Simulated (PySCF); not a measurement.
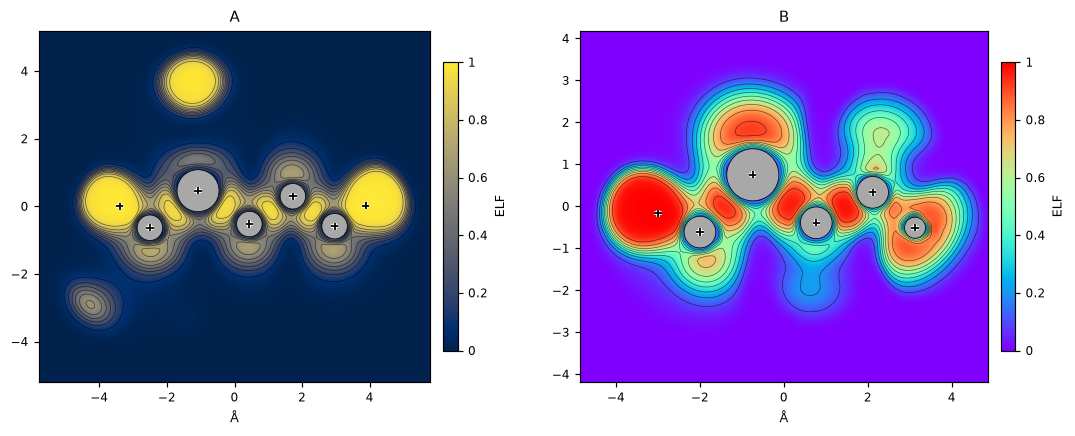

The ELF of 2 systems, each on a plane through atoms (crosses mark nuclei in the plane; grey discs cover the cores).

Level of theory: PySCF 2.14.0, PBE0/pcSseg-1, SCF density, gas phase, non-relativistic.

System 1: C3H6F5PSi (SMILES CP([SiH3])C(F)(F)C(F)(F)F), the plane of atoms C1, P2 and C4. Geometry: PBE0-D3(BJ)/def2-SVP.

```yaml
atoms:
  - { symbol: C, position_ang: [1.6248, 1.4293, 0.3486] }
  - { symbol: P, position_ang: [0.5504, 0.4611, -0.8162] }
  - { symbol: Si, position_ang: [1.2145, -1.6355, -0.2404] }
  - { symbol: C, position_ang: [-1.0288, 0.6081, 0.2216] }
  - { symbol: F, position_ang: [-0.8523, 0.2946, 1.5243] }
  - { symbol: F, position_ang: [-1.4296, 1.8983, 0.1786] }
  - { symbol: C, position_ang: [-2.2032, -0.2459, -0.2871] }
  - { symbol: F, position_ang: [-3.2990, 0.0058, 0.4105] }
  - { symbol: F, position_ang: [-1.9120, -1.5410, -0.1600] }
  - { symbol: F, position_ang: [-2.4414, 0.0077, -1.5667] }
  - { symbol: H, position_ang: [1.5906, 1.0572, 1.3824] }
  - { symbol: H, position_ang: [1.2919, 2.4770, 0.3331] }
  - { symbol: H, position_ang: [2.6598, 1.3909, -0.0207] }
  - { symbol: H, position_ang: [2.6797, -1.6403, -0.5362] }
  - { symbol: H, position_ang: [0.5346, -2.6436, -1.0995] }
  - { symbol: H, position_ang: [0.9977, -1.9296, 1.2064] }
```

System 2: C7H18PSi (charge +1), the plane of atoms C5, P3 and C7. Geometry: PBE0-D3(BJ)/def2-SVP.

```tsv
atom	x (Å)	y (Å)	z (Å)
C	-2.3451	-2.0698	0.5611
C	-1.3886	-1.3107	1.1016
P	0.0368	-0.6906	0.2147
C	-0.0397	-1.2149	-1.5045
C	1.5287	-1.3306	0.9875
Si	3.2146	-0.8657	0.2010
C	0.0355	1.1174	0.3158
C	-1.1856	1.7838	-0.3159
C	-1.1559	3.2946	-0.1432
H	-2.3421	-2.3748	-0.4895
H	-3.1849	-2.4218	1.1673
H	-1.4292	-1.0285	2.1609
H	0.8038	-0.7739	-2.0551
H	-0.9796	-0.8767	-1.9625
H	0.0288	-2.3105	-1.5687
H	1.4379	-2.4301	1.0104
H	1.5236	-0.9890	2.0371
H	3.3489	0.6179	0.2117
H	3.2285	-1.3668	-1.2019
H	4.2667	-1.5152	1.0235
H	0.9730	1.4687	-0.1485
H	0.1105	1.3619	1.3902
H	-2.1042	1.3717	0.1340
H	-1.2278	1.5366	-1.3897
H	-0.2626	3.7358	-0.6113
H	-1.1539	3.5767	0.9207
H	-2.0385	3.7554	-0.6083
```

**Match each panel to its system.**

Panel A is system 2, C7H18PSi: the plane holds P, C and H. C–P (1.80 Å): the ELF peaks at about 0.95 between the atoms (a covalent bond). Panel B is system 1, C3H6F5PSi: the plane holds C, P, F and H. C–F (1.32 Å): the ELF peaks at about 0.85 between the atoms; a polar covalent bond.
